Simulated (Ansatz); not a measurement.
CH5Al2Cl

```xyz
9

Al   -0.2160    0.8827   -1.3375
C     0.5077   -0.6192   -0.3603
Al    0.0002   -0.4741    1.5543
Cl   -2.0174   -0.4333    2.1739
H    -0.0295    1.0547   -2.9408
H    -1.1308    2.0382   -0.5744
H     1.6422   -0.6056   -0.4635
H     0.1444   -1.5452   -0.7797
H     1.1877   -0.3445    2.7111
```

Not at a stationary point (largest force 1.8 eV/Å).

The calculation used SCF PBE0, Gaussian basis in Ansatz 0.2.0.

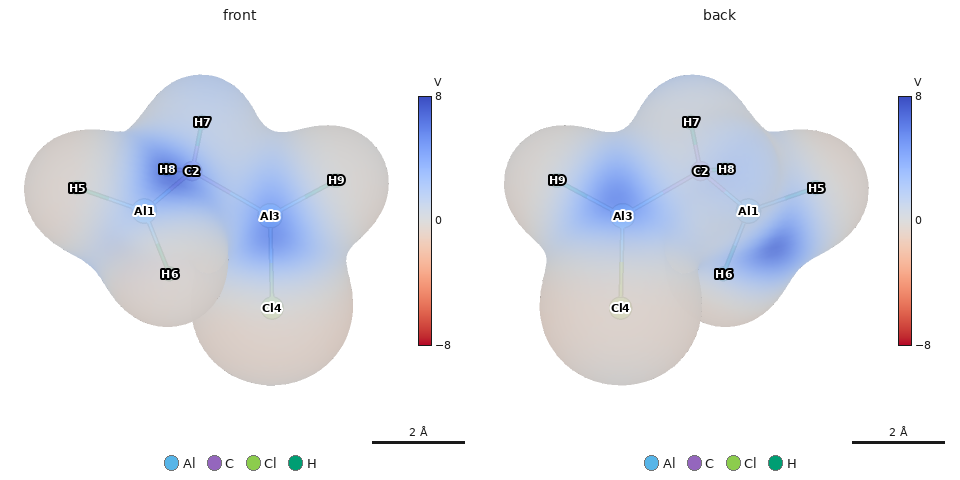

Figure 1. The molecular electrostatic potential painted on the density surface at 0.004 e/bohr³, seen from the front and from behind; red is negative and blue positive.

Q: Describe the electrostatic potential map.

A: The most negative region (about −0.6 V) lies over Cl4, the most positive (about +5.9 V) over Al1.

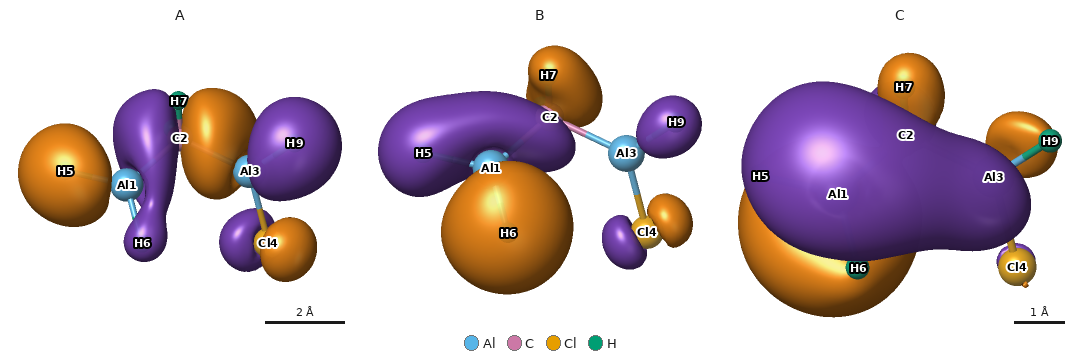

Figure 2. Three frontier orbitals at ±0.06 Å⁻³ᐟ² (orange and purple are the two phases), in no order.

Q: Order the three orbitals by energy and name them.

A: B is the HOMO−1 (−8.25 eV). By Hirshfeld shares it lies mainly on H6 (about 40 %), Al1 (about 30 %), C2 (about 10 %) and H5 (about 10 %). A is the HOMO (−7.65 eV). It lies mainly on C2 (about 30 %), Al3 (about 15 %), H5 (about 15 %), Al1 (about 15 %) and H9 (about 15 %). C is the LUMO (−1.64 eV). By Hirshfeld shares it lies mainly on Al1 (about 70 %) and Al3 (about 10 %).

Q: What is the HOMO–LUMO gap?

A: 6.01 eV between the orbital energies.

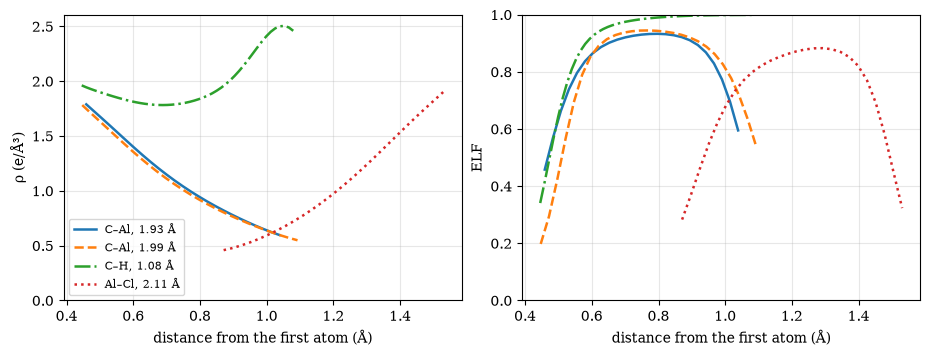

Figure 3. Electron density and ELF along straight lines between neighbouring atoms. The curves leave out the atomic cores.

Q: Compare the contacts.

A: C–Al (1.93 Å): ρ at the midpoint is about 0.68 e/Å³; the ELF peaks at about 0.95 between the atoms: a shared but strongly polarised pair.
C–Al (1.99 Å): the density is about 0.65 e/Å³ at the midpoint; the ELF peaks at about 0.95 between the atoms: a shared but strongly polarised pair.
C–H (1.08 Å): ρ is about 1.9 e/Å³ halfway; the ELF climbs to about 1 towards the hydrogen, as it does in any bond to H; a covalent bond by its length.
Al–Cl (2.11 Å): ρ at the midpoint is about 0.68 e/Å³; the ELF peaks at about 0.90 in the valence shell of Cl, 0.8 Å from its nucleus, and is about 0.75 at the midpoint.
